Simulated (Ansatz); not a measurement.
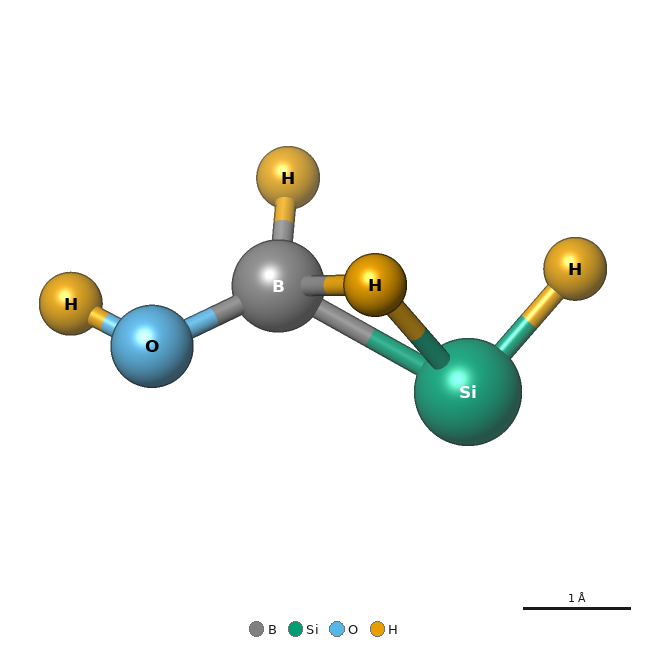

Depth is shown by fading: the farther an atom, the more it takes the colour of the background. Charge 0, doublet. The computed structure is the end point of a PBE-D4/def2-SVP optimisation. No frequency run is at hand to confirm it as a minimum. Masses are those of the most abundant isotopes; constants are for the rigid equilibrium geometry.

What kind of rotor is it, and what are its rotational constants in cm⁻¹?

Answer. An asymmetric top (C1): A = 1.52, B = 0.150, C = 0.141 cm⁻¹. Ray's parameter κ is −0.99, close to the prolate limit.
